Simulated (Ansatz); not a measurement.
# The cluster Si20AsH28−: single points with varied inputs, part 1 of 2

Aim: run the cluster Si20AsH28− under a spread of inputs, and see what each costs and gives.

The runs use Ansatz 0.2.0, Gaussian basis; the settings change from run to run.

## 1. The molecule

The structure was relaxed beforehand with PBE-D4/def2-SVP.

49 atoms, charge -1, spin multiplicity 1.

Atoms are counted from 1 here; the program's logs count them from 0.

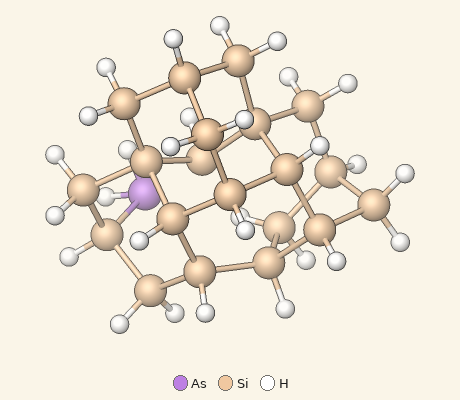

The structure; arsenic purple, silicon light orange, hydrogen white.

## 2. B3LYP/cc-pVDZ

Options: density fitting with def2-universal-jkfit, D3(BJ) with three-body dispersion.

Input file in.yaml:

```yaml
crystal:
  periodic: [false, false, false]
  atoms:
    - {symbol: As, position_ang: [-4.092851, -1.800894, -1.064416]}
    - {symbol: Si, position_ang: [-2.762714, 2.384376, -0.461632]}
    - {symbol: Si, position_ang: [-1.672511, -0.503525, -3.887891]}
    - {symbol: Si, position_ang: [-0.740009, -3.655465, -1.918464]}
    - {symbol: Si, position_ang: [-1.172521, -0.661566, 0.440068]}
    - {symbol: Si, position_ang: [1.783476, -3.610226, 0.889085]}
    - {symbol: Si, position_ang: [1.643025, -0.821221, -1.762447]}
    - {symbol: Si, position_ang: [1.565013, -0.906783, 3.519310]}
    - {symbol: Si, position_ang: [-0.749111, 2.480618, -1.695599]}
    - {symbol: Si, position_ang: [-0.584092, 4.738715, 1.224168]}
    - {symbol: Si, position_ang: [1.848865, 1.799496, 1.026241]}
    - {symbol: Si, position_ang: [-1.230006, 1.677456, 3.244124]}
    - {symbol: Si, position_ang: [4.447598, -0.928626, 0.895649]}
    - {symbol: Si, position_ang: [-2.525575, -2.401202, -2.792356]}
    - {symbol: Si, position_ang: [-2.262756, 3.150866, 1.721731]}
    - {symbol: Si, position_ang: [0.117048, 0.623127, -2.844278]}
    - {symbol: Si, position_ang: [0.368845, -2.243548, -0.399261]}
    - {symbol: Si, position_ang: [0.273680, 0.361096, 2.012286]}
    - {symbol: Si, position_ang: [3.077929, -2.239402, 2.296212]}
    - {symbol: Si, position_ang: [3.116054, 0.473319, -0.450158]}
    - {symbol: Si, position_ang: [0.795866, 3.486688, -0.219521]}
    - {symbol: H, position_ang: [-5.111441, -2.852832, -1.595761]}
    - {symbol: H, position_ang: [-3.521486, -2.839992, -0.080810]}
    - {symbol: H, position_ang: [-3.634128, 1.169881, -0.599148]}
    - {symbol: H, position_ang: [-3.565978, 3.560410, -1.008679]}
    - {symbol: H, position_ang: [-2.786206, 0.485329, -4.165413]}
    - {symbol: H, position_ang: [-1.189403, -0.978570, -5.245404]}
    - {symbol: H, position_ang: [-1.312469, -4.879045, -1.234404]}
    - {symbol: H, position_ang: [0.145525, -4.160384, -3.039353]}
    - {symbol: H, position_ang: [-1.866747, -1.519657, 1.511198]}
    - {symbol: H, position_ang: [0.954818, -4.547803, 1.740028]}
    - {symbol: H, position_ang: [2.695117, -4.485028, 0.051555]}
    - {symbol: H, position_ang: [2.450656, -1.512934, -2.842419]}
    - {symbol: H, position_ang: [0.692219, -1.837387, 4.333666]}
    - {symbol: H, position_ang: [2.330409, -0.053410, 4.510863]}
    - {symbol: H, position_ang: [-0.984352, 3.516951, -2.783895]}
    - {symbol: H, position_ang: [-1.145657, 5.956731, 0.524849]}
    - {symbol: H, position_ang: [0.140708, 5.221856, 2.459008]}
    - {symbol: H, position_ang: [2.774954, 2.421466, 2.051612]}
    - {symbol: H, position_ang: [-2.267179, 0.791648, 3.898559]}
    - {symbol: H, position_ang: [-0.617985, 2.518566, 4.345830]}
    - {symbol: H, position_ang: [5.311539, -1.843052, 0.053279]}
    - {symbol: H, position_ang: [5.394136, -0.084917, 1.722667]}
    - {symbol: H, position_ang: [-3.281002, -3.189119, -3.845860]}
    - {symbol: H, position_ang: [-3.475292, 3.828299, 2.326430]}
    - {symbol: H, position_ang: [0.888027, 1.271887, -3.984686]}
    - {symbol: H, position_ang: [3.969110, -3.056535, 3.212258]}
    - {symbol: H, position_ang: [4.013534, 1.326151, -1.324498]}
    - {symbol: H, position_ang: [1.812920, 4.327792, -0.959725]}
basis:
  gaussian: {orbitals: cc-pVDZ, fitting: {mean_field: def2-universal-jkfit}}
total_charge: -1
hamiltonian: {xc: {name: B3LYP}, dispersion: d3bjatm}
scf: {omitted_lower_state_checks: [starts]}
output: {forces: true}
```

Started as:

```console
> ansatz run in.yaml --threads 2 --pin off --events-out ev --progress --plain --max-ram 20480MiB --backend cuda --devices 0, --max-vram 18GiB
```

The program printed, shortened:

```text
Functional definition: B3LYP
  name "B3LYP"
  cite "Stephens, Devlin, Chabalowski & Frisch, J. Phys. Chem. 98, 11623 (1994) doi:10.1021/j100096a001"
  cite "Becke, Phys. Rev. A 38, 3098 (1988) doi:10.1103/PhysRevA.38.3098"
  cite "Lee, Yang & Parr, Phys. Rev. B 37, 785 (1988) doi:10.1103/PhysRevB.37.785"
  cite "Vosko, Wilk & Nusair, Can. J. Phys. 58, 1200 (1980) doi:10.1139/p80-159"
[...]
3330 factors; integrals over basis functions are off by at most 3.4e-1 eV
[...]
mean field -218865.56564517 eV, -8043.1611850514 hartree, gradient 1.4e-5 eV, S^2 0.000000; 0 other end points of the search recorded, 0 dependent functions left out
[...]
reference -218865.56635793 eV, -8043.1612112446 hartree; 171, 171 occupied and 356, 356 virtual orbitals, 3330 factors
Total energy: -218872.15395183 eV, -8043.4033008552 hartree
Atom 0 at    -4.092851    -1.800894    -1.064416 Å, force    -0.111475    -0.301666     0.044243 eV/Å
Atom 1 at    -2.762714     2.384376    -0.461632 Å, force    -0.244602     0.017588    -0.097616 eV/Å
Atom 2 at    -1.672511    -0.503525    -3.887891 Å, force    -0.073693     0.059974    -0.208583 eV/Å
Atom 3 at    -0.740009    -3.655465    -1.918464 Å, force     0.001283    -0.186603    -0.022041 eV/Å
Atom 4 at    -1.172521    -0.661566     0.440068 Å, force    -0.030777    -0.129536     0.194455 eV/Å
Atom 5 at     1.783476    -3.610226     0.889085 Å, force     0.014304    -0.182868     0.048127 eV/Å
[...]
Atom 33 at     0.692219    -1.837387     4.333666 Å, force     0.082416     0.086433    -0.069836 eV/Å
Atom 34 at     2.330409    -0.053410     4.510863 Å, force    -0.073526    -0.068516    -0.090663 eV/Å
Atom 35 at    -0.984352     3.516951    -2.783895 Å, force     0.005306    -0.098311     0.086243 eV/Å
Atom 36 at    -1.145657     5.956731     0.524849 Å, force     0.049632    -0.098940     0.062481 eV/Å
Atom 37 at     0.140708     5.221856     2.459008 Å, force    -0.063969    -0.040846    -0.110463 eV/Å
Atom 38 at     2.774954     2.421466     2.051612 Å, force    -0.075538    -0.055055    -0.087046 eV/Å
Atom 39 at    -2.267179     0.791648     3.898559 Å, force     0.096384     0.091178    -0.057763 eV/Å
Atom 40 at    -0.617985     2.518566     4.345830 Å, force    -0.061532    -0.075324    -0.102232 eV/Å
Atom 41 at     5.311539    -1.843052     0.053279 Å, force    -0.073830     0.079476     0.075110 eV/Å
Atom 42 at     5.394136    -0.084917     1.722667 Å, force    -0.080354    -0.073704    -0.075455 eV/Å
Atom 43 at    -3.281002    -3.189119    -3.845860 Å, force     0.054521     0.075090     0.097753 eV/Å
Atom 44 at    -3.475292     3.828299     2.326430 Å, force     0.095276    -0.060068    -0.054124 eV/Å
Atom 45 at     0.888027     1.271887    -3.984686 Å, force    -0.064184    -0.049978     0.089840 eV/Å
Atom 46 at     3.969110    -3.056535     3.212258 Å, force    -0.073855     0.063878    -0.074821 eV/Å
Atom 47 at     4.013534     1.326151    -1.324498 Å, force    -0.079297    -0.069566     0.071251 eV/Å
Atom 48 at     1.812920     4.327792    -0.959725 Å, force    -0.086999    -0.074186     0.059020 eV/Å
Dipole moment:    -0.011022     0.024817    -0.131930 e Å
Checks for a lower state left out: starts
```

Wall time 8 s (1 × H100 (card shared with other runs) with 2 threads of AMD EPYC 7R13, shared host); peak host memory 2.1 GiB.

Largest force 0.325 eV/Å.

## 3. PBE/def2-mTZVP

Set apart from the defaults: atoms shaken by 0.08 Å, density fitting with def2-universal-jkfit, D4 dispersion.

Input file in.yaml:

```yaml
crystal:
  periodic: [false, false, false]
  atoms:
    - {symbol: As, position_ang: [-4.124017, -1.973504, -1.096186]}
    - {symbol: Si, position_ang: [-2.821364, 2.434186, -0.492655]}
    - {symbol: Si, position_ang: [-1.741374, -0.449013, -3.808724]}
    - {symbol: Si, position_ang: [-0.706113, -3.735717, -2.018615]}
    - {symbol: Si, position_ang: [-1.188939, -0.658379, 0.479459]}
    - {symbol: Si, position_ang: [1.889550, -3.619876, 0.770174]}
    - {symbol: Si, position_ang: [1.636163, -0.802157, -1.743496]}
    - {symbol: Si, position_ang: [1.531818, -0.777806, 3.517852]}
    - {symbol: Si, position_ang: [-0.782376, 2.443791, -1.630703]}
    - {symbol: Si, position_ang: [-0.600596, 4.662338, 1.276141]}
    - {symbol: Si, position_ang: [1.849612, 1.925962, 0.985784]}
    - {symbol: Si, position_ang: [-1.226330, 1.505985, 3.174362]}
    - {symbol: Si, position_ang: [4.450191, -0.941419, 0.880542]}
    - {symbol: Si, position_ang: [-2.450317, -2.408496, -2.748592]}
    - {symbol: Si, position_ang: [-2.371985, 3.188319, 1.738083]}
    - {symbol: Si, position_ang: [-0.015749, 0.560621, -2.899692]}
    - {symbol: Si, position_ang: [0.355309, -2.195221, -0.417175]}
    - {symbol: Si, position_ang: [0.284305, 0.352291, 1.979312]}
    - {symbol: Si, position_ang: [3.076662, -2.377745, 2.299075]}
    - {symbol: Si, position_ang: [3.188234, 0.319761, -0.429411]}
    - {symbol: Si, position_ang: [0.735626, 3.437537, -0.209799]}
    - {symbol: H, position_ang: [-5.041042, -2.952556, -1.632840]}
    - {symbol: H, position_ang: [-3.637500, -3.003543, -0.007031]}
    - {symbol: H, position_ang: [-3.583364, 1.136440, -0.502043]}
    - {symbol: H, position_ang: [-3.639026, 3.438691, -0.978998]}
    - {symbol: H, position_ang: [-2.671225, 0.457643, -4.226961]}
    - {symbol: H, position_ang: [-1.081425, -1.003334, -5.157557]}
    - {symbol: H, position_ang: [-1.390014, -4.828794, -1.130542]}
    - {symbol: H, position_ang: [0.164624, -4.047962, -2.985828]}
    - {symbol: H, position_ang: [-1.869653, -1.463358, 1.491273]}
    - {symbol: H, position_ang: [0.952348, -4.558603, 1.762667]}
    - {symbol: H, position_ang: [2.653354, -4.380010, 0.110759]}
    - {symbol: H, position_ang: [2.651682, -1.477555, -2.877058]}
    - {symbol: H, position_ang: [0.677274, -1.816487, 4.386178]}
    - {symbol: H, position_ang: [2.253777, -0.034657, 4.633998]}
    - {symbol: H, position_ang: [-1.031063, 3.517865, -2.833428]}
    - {symbol: H, position_ang: [-1.161957, 6.061991, 0.625142]}
    - {symbol: H, position_ang: [0.082592, 5.178624, 2.506608]}
    - {symbol: H, position_ang: [2.788421, 2.428523, 1.898511]}
    - {symbol: H, position_ang: [-2.283763, 0.684680, 3.855565]}
    - {symbol: H, position_ang: [-0.675241, 2.642980, 4.432536]}
    - {symbol: H, position_ang: [5.222509, -1.949563, 0.060798]}
    - {symbol: H, position_ang: [5.474795, 0.078338, 1.812042]}
    - {symbol: H, position_ang: [-3.240766, -3.188846, -3.884579]}
    - {symbol: H, position_ang: [-3.424358, 3.838223, 2.355203]}
    - {symbol: H, position_ang: [0.952074, 1.327798, -3.819596]}
    - {symbol: H, position_ang: [4.009765, -3.046341, 3.242392]}
    - {symbol: H, position_ang: [3.996731, 1.217260, -1.333845]}
    - {symbol: H, position_ang: [1.805027, 4.407012, -0.846429]}
basis:
  gaussian: {orbitals: def2-mTZVP, fitting: {mean_field: def2-universal-jkfit}}
total_charge: -1
hamiltonian: {xc: {name: PBE}, dispersion: d4}
scf: {omitted_lower_state_checks: [starts]}
output: {forces: true}
```

Launched as before.

The program printed, shortened:

```text
Functional definition: PBE
  name "PBE"
  cite "Perdew, Burke & Ernzerhof, Phys. Rev. Lett. 77, 3865 (1996) doi:10.1103/PhysRevLett.77.3865"
  parent pbe
[...]
3330 factors; integrals over basis functions are off by at most 6.9e-1 eV
[...]
mean field -218762.93082208 eV, -8039.3894248712 hartree, gradient 4.1e-5 eV, S^2 0.000000; 0 other end points of the search recorded, 0 dependent functions left out
[...]
reference -218762.93092940 eV, -8039.3894288150 hartree; 171, 171 occupied and 389, 389 virtual orbitals, 3330 factors
Total energy: -218766.69960500 eV, -8039.5279250888 hartree
Atom 0 at    -4.124017    -1.973504    -1.096186 Å, force     1.342643     1.253166     1.378275 eV/Å
Atom 1 at    -2.821364     2.434186    -0.492655 Å, force     1.189553    -1.973966     1.673243 eV/Å
Atom 2 at    -1.741374    -0.449013    -3.808724 Å, force     1.758809    -3.271241    -1.087934 eV/Å
[...]
Atom 40 at    -0.675241     2.642980     4.432536 Å, force    -0.445368    -1.344913    -1.231319 eV/Å
Atom 41 at     5.222509    -1.949563     0.060798 Å, force     0.311026     0.247808    -0.010580 eV/Å
Atom 42 at     5.474795     0.078338     1.812042 Å, force    -1.043826    -1.257258    -1.172664 eV/Å
Atom 43 at    -3.240766    -3.188846    -3.884579 Å, force     0.448984     0.522989     0.609359 eV/Å
Atom 44 at    -3.424358     3.838223     2.355203 Å, force    -2.046215     1.158379     1.159566 eV/Å
Atom 45 at     0.952074     1.327798    -3.819596 Å, force    -0.525091    -0.249656    -0.168740 eV/Å
Atom 46 at     4.009765    -3.046341     3.242392 Å, force     0.170289    -0.318393     0.196829 eV/Å
Atom 47 at     3.996731     1.217260    -1.333845 Å, force     0.157223    -0.068311    -0.018533 eV/Å
Atom 48 at     1.805027     4.407012    -0.846429 Å, force    -0.711756    -0.592171     0.159156 eV/Å
Dipole moment:    -0.288070    -0.358922    -0.535853 e Å
Checks for a lower state left out: starts
```

It took 5.5 s on 1 × H100 (card shared with other runs) with 2 threads of AMD EPYC 7R13, shared host; peak host memory 1.1 GiB.

Largest force 8.086 eV/Å.

## 4. r2SCAN0/6-31G

This run has a point charge of 1.00 e beside it, the search for lower states set to off.

Input file in.yaml:

```yaml
crystal:
  periodic: [false, false, false]
  atoms:
    - {symbol: As, position_ang: [-4.092851, -1.800894, -1.064416]}
    - {symbol: Si, position_ang: [-2.762714, 2.384376, -0.461632]}
    - {symbol: Si, position_ang: [-1.672511, -0.503525, -3.887891]}
    - {symbol: Si, position_ang: [-0.740009, -3.655465, -1.918464]}
    - {symbol: Si, position_ang: [-1.172521, -0.661566, 0.440068]}
    - {symbol: Si, position_ang: [1.783476, -3.610226, 0.889085]}
    - {symbol: Si, position_ang: [1.643025, -0.821221, -1.762447]}
    - {symbol: Si, position_ang: [1.565013, -0.906783, 3.519310]}
    - {symbol: Si, position_ang: [-0.749111, 2.480618, -1.695599]}
    - {symbol: Si, position_ang: [-0.584092, 4.738715, 1.224168]}
    - {symbol: Si, position_ang: [1.848865, 1.799496, 1.026241]}
    - {symbol: Si, position_ang: [-1.230006, 1.677456, 3.244124]}
    - {symbol: Si, position_ang: [4.447598, -0.928626, 0.895649]}
    - {symbol: Si, position_ang: [-2.525575, -2.401202, -2.792356]}
    - {symbol: Si, position_ang: [-2.262756, 3.150866, 1.721731]}
    - {symbol: Si, position_ang: [0.117048, 0.623127, -2.844278]}
    - {symbol: Si, position_ang: [0.368845, -2.243548, -0.399261]}
    - {symbol: Si, position_ang: [0.273680, 0.361096, 2.012286]}
    - {symbol: Si, position_ang: [3.077929, -2.239402, 2.296212]}
    - {symbol: Si, position_ang: [3.116054, 0.473319, -0.450158]}
    - {symbol: Si, position_ang: [0.795866, 3.486688, -0.219521]}
    - {symbol: H, position_ang: [-5.111441, -2.852832, -1.595761]}
    - {symbol: H, position_ang: [-3.521486, -2.839992, -0.080810]}
    - {symbol: H, position_ang: [-3.634128, 1.169881, -0.599148]}
    - {symbol: H, position_ang: [-3.565978, 3.560410, -1.008679]}
    - {symbol: H, position_ang: [-2.786206, 0.485329, -4.165413]}
    - {symbol: H, position_ang: [-1.189403, -0.978570, -5.245404]}
    - {symbol: H, position_ang: [-1.312469, -4.879045, -1.234404]}
    - {symbol: H, position_ang: [0.145525, -4.160384, -3.039353]}
    - {symbol: H, position_ang: [-1.866747, -1.519657, 1.511198]}
    - {symbol: H, position_ang: [0.954818, -4.547803, 1.740028]}
    - {symbol: H, position_ang: [2.695117, -4.485028, 0.051555]}
    - {symbol: H, position_ang: [2.450656, -1.512934, -2.842419]}
    - {symbol: H, position_ang: [0.692219, -1.837387, 4.333666]}
    - {symbol: H, position_ang: [2.330409, -0.053410, 4.510863]}
    - {symbol: H, position_ang: [-0.984352, 3.516951, -2.783895]}
    - {symbol: H, position_ang: [-1.145657, 5.956731, 0.524849]}
    - {symbol: H, position_ang: [0.140708, 5.221856, 2.459008]}
    - {symbol: H, position_ang: [2.774954, 2.421466, 2.051612]}
    - {symbol: H, position_ang: [-2.267179, 0.791648, 3.898559]}
    - {symbol: H, position_ang: [-0.617985, 2.518566, 4.345830]}
    - {symbol: H, position_ang: [5.311539, -1.843052, 0.053279]}
    - {symbol: H, position_ang: [5.394136, -0.084917, 1.722667]}
    - {symbol: H, position_ang: [-3.281002, -3.189119, -3.845860]}
    - {symbol: H, position_ang: [-3.475292, 3.828299, 2.326430]}
    - {symbol: H, position_ang: [0.888027, 1.271887, -3.984686]}
    - {symbol: H, position_ang: [3.969110, -3.056535, 3.212258]}
    - {symbol: H, position_ang: [4.013534, 1.326151, -1.324498]}
    - {symbol: H, position_ang: [1.812920, 4.327792, -0.959725]}
basis:
  gaussian: {orbitals: 6-31G, point_charges: [{charge: 1.00, position_ang: [10.040, -0.528, 0.092]}]}
total_charge: -1
hamiltonian: {xc: {name: r2SCAN0}}
scf: {lower_state_search: off}
```

The command is unchanged.

The program printed, shortened:

```text
Functional definition: r2SCAN0
  name "r2SCAN0"
  cite "Bursch, Neugebauer, Ehlert & Grimme, J. Chem. Phys. 156, 134105 (2022) doi:10.1063/5.0086040"
  cite "Furness, Kaplan, Ning, Perdew & Sun, J. Phys. Chem. Lett. 11, 8208 (2020) doi:10.1021/acs.jpclett.0c02405"
  cite "Furness, Kaplan, Ning, Perdew & Sun, J. Phys. Chem. Lett. 11, 9248 (2020) doi:10.1021/acs.jpclett.0c03077"
  parent r2scan
[...]
3946 factors; integrals over basis functions are off by at most 2.6e-4 eV
[...]
mean field -218811.40307499 eV, -8041.1707473101 hartree, gradient 6.9e-6 eV, S^2 0.000000; 0 other end points of the search recorded, 0 dependent functions left out
reference -218811.40309750 eV, -8041.1707481373 hartree; 171, 171 occupied and 174, 174 virtual orbitals, 3946 factors
Total energy: -218811.40309750 eV, -8041.1707481373 hartree
Checks for a lower state left out: stability, starts, cluster_reference, orbital_swaps, neighbouring_geometries, increment
```

Run time: 7.5 s. Hardware: 1 × H100 (card shared with other runs) with 2 threads of AMD EPYC 7R13, shared host; peak host memory 1.2 GiB.

(Continued in part 2 of 2.)
